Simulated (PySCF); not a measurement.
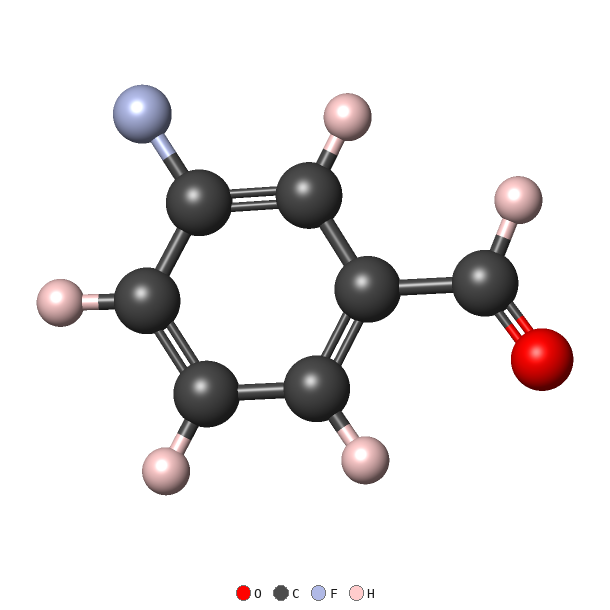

The geometry was computed by an optimisation with PBE0-D3(BJ)/def2-SVP. No frequency run is at hand to confirm it as a minimum.

Draw it as a skeletal formula.

SMILES: O=Cc1cccc(F)c1

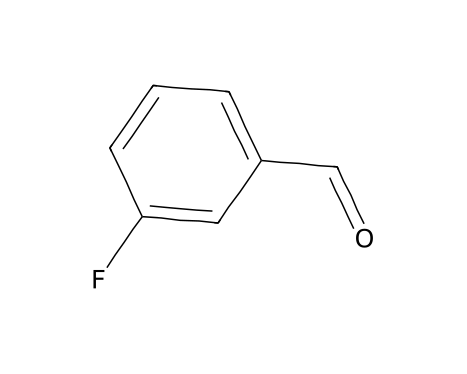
